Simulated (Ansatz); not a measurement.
**HSE06/def2-TZVP run of CH2BN (SMILES BC#N)**

Aim: the electronic atomisation energy of CH2BN at HSE06/def2-TZVP, from 5 runs. 

Program for the calculation: Ansatz 0.2.0.

65 further runs of the same task are left out: 65 set aside as unsound or not needed. Runs told in other sessions of the task aren't counted.

### 1 Starting point

The species is CH2BN (5 atoms), meant as a singlet with charge 0. SMILES: `BC#N`. Geometry: relaxed at PBE0-D4/def2-TZVP.

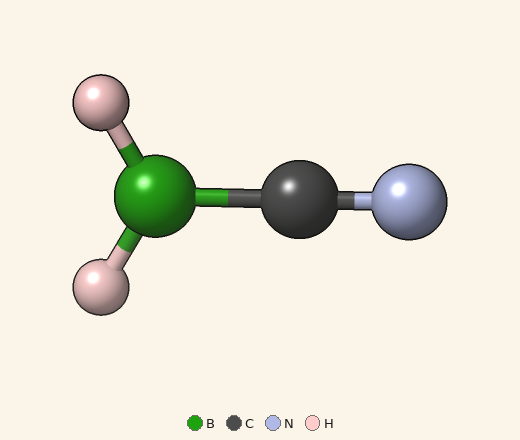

Viewed from a chosen angle; boron green, carbon dark grey, nitrogen light blue, hydrogen pink.

### 2 The energy at HSE06/def2-TZVP

job.yaml

```yaml
crystal:
  periodic: [false, false, false]
  atoms:
    - {symbol: B, position_ang: [-0.219200, 0.441300, -0.341900]}
    - {symbol: C, position_ang: [0.352700, -0.696700, 0.490700]}
    - {symbol: "N", position_ang: [0.786500, -1.559600, 1.122200]}
    - {symbol: H, position_ang: [-0.744300, 0.187400, -1.377600]}
    - {symbol: H, position_ang: [-0.125900, 1.554000, 0.065300]}
basis:
  gaussian:
    orbitals: def2-TZVP
hamiltonian:
  xc: {name: HSE06}
accuracy: high
output: {orbitals: {seedname: orbitals}}
```

Started as:

```bash
$ ansatz run job.yaml --threads 1 --pin off --max-ram 3480MiB --events-out events.jsonl --progress --plain --runs-dir runs
```

Output:

```text
Warning: RAYON_NUM_THREADS=1 ignored (pool sized by the plan → 1); use --threads N
Functional definition: HSE06
  name "HSE06"
  parameter a = 0.25
  parameter omega = 0.11/bohr
  exchange = pbe_x - a*pbe_x_sr(omega) + a*exact_x_sr(omega)
  correlation = pbe_c
1710 factors; integrals over basis functions are off by at most 3.6e-9 eV
84 factors; integrals over basis functions are off by at most 1.1e-9 eV
mean field evaluation 1: about -3228.3457 eV, gradient 3.7e1 eV
mean field evaluation 2: about -3224.0464 eV, gradient 5.5e1 eV
mean field evaluation 4: about -3231.3536 eV, gradient 3.3e0 eV
mean field evaluation 8: about -3231.3829 eV, gradient 1.8e-2 eV
mean field evaluation 16: about -3231.3829 eV, gradient 1.1e-6 eV
mean field -3231.38290328 eV, -118.7511313857 hartree, gradient 8.4e-9 eV, S^2 0.000000; 0 other end points of the search recorded, 0 dependent functions left out
reference -3231.38290661 eV, -118.7511315078 hartree; 10, 10 occupied and 95, 95 virtual orbitals, 1710 factors
Total energy: -3231.38290661 eV, -118.7511315078 hartree
```

Wall time 4.8 s (1 thread of Arm Neoverse V2, shared host); peak memory 0.25 GiB.

### 3 The B atom, same level

molecule.yaml

```yaml
crystal:
  periodic: [false, false, false]
  atoms:
    - {symbol: B, position_ang: [0.000000, 0.000000, 0.000000]}
basis:
  gaussian:
    orbitals: def2-TZVP
hamiltonian:
  xc: {name: HSE06}
magnetization:
  spin_polarized: true
  initial_magnetization: 1
accuracy: high
```

Run the same way, it converges to -24.61633 Eh (log not shown).

### 4 The C atom, same level

run.yaml

```yaml
crystal:
  periodic: [false, false, false]
  atoms:
    - symbol: C
      position_ang: [0.000000, 0.000000, 0.000000]
basis:
  gaussian:
    orbitals: def2-TZVP
magnetization:
  spin_polarized: true
  initial_magnetization: 2
hamiltonian:
  xc: {name: HSE06}
accuracy: high
```

Started as:

```bash
$ ansatz run run.yaml --threads 1 --pin off --max-ram 3480MiB --events-out events.jsonl --progress --plain --runs-dir runs
```

Output, shortened:

```text
Warning: RAYON_NUM_THREADS=1 ignored (pool sized by the plan → 1); use --threads N
[... 6 set-up lines as earlier in the session ...]
312 factors; integrals over basis functions are off by at most 3.1e-9 eV
45 factors; integrals over basis functions are off by at most 5.7e-10 eV
mean field evaluation 1: about -1028.5446 eV, gradient 4.9e0 eV
mean field evaluation 2: about -1028.6518 eV, gradient 1.8e0 eV
mean field evaluation 4: about -1028.6712 eV, gradient 3.9e-1 eV
mean field evaluation 8: about -1028.6720 eV, gradient 7.6e-4 eV
mean field evaluation 16: about -1028.6720 eV, gradient 9.2e-9 eV
mean field -1028.67195541 eV, -37.8029971024 hartree, gradient 9.2e-9 eV, S^2 2.003734; 0 other end points of the search recorded, 0 dependent functions left out
reference -1028.67195754 eV, -37.8029971808 hartree; 4, 2 occupied and 27, 29 virtual orbitals, 312 factors
Total energy: -1028.67195754 eV, -37.8029971808 hartree
```

Run time: 0.58 s. Hardware: 1 thread of Arm Neoverse V2, shared host.

### 5 The H atom, same level

job.yaml

```yaml
basis:
  gaussian:
    orbitals: def2-TZVP
crystal:
  periodic: [false, false, false]
  atoms:
    - {symbol: H, position_ang: [0.000000, 0.000000, 0.000000]}
accuracy: high
total_charge: 0
magnetization:
  spin_polarized: true
  initial_magnetization: 1
hamiltonian:
  xc: {name: HSE06}
```

Run the same way, it converges to -0.50075 Eh (log not shown).

### 6 The N atom, same level

molecule.yaml

```yaml
crystal:
  periodic: [false, false, false]
  atoms:
    - {symbol: N, position_ang: [0.000000, 0.000000, 0.000000]}
basis:
  gaussian:
    orbitals: def2-TZVP
magnetization:
  spin_polarized: true
  initial_magnetization: 3
hamiltonian:
  xc: hse06
accuracy: high
```

Run the same way, it converges to -54.54099 Eh (log not shown).

### 7 Results

Level: HSE06/def2-TZVP.

| quantity | value |
| --- | --- |
| molecule: total energy | -118.75113 Eh |
| molecule: HOMO energy | -9.34 eV |
| molecule: LUMO energy | -3.74 eV |
| molecule: HOMO–LUMO gap | 5.61 eV |
| B atom: total energy | -24.61633 Eh |
| B atom: ⟨S²⟩ | 0.754 |
| C atom: total energy | -37.80300 Eh |
| C atom: ⟨S²⟩ | 2.004 |
| H atom: total energy | -0.50075 Eh |
| H atom: ⟨S²⟩ | 0.750 |
| N atom: total energy | -54.54099 Eh |
| N atom: ⟨S²⟩ | 3.753 |
| electronic atomisation energy | 21.478 eV |

What this shows: Taking the molecule apart into free atoms costs 21.48 eV (495 kcal/mol), before zero-point energy and without spin-orbit coupling.
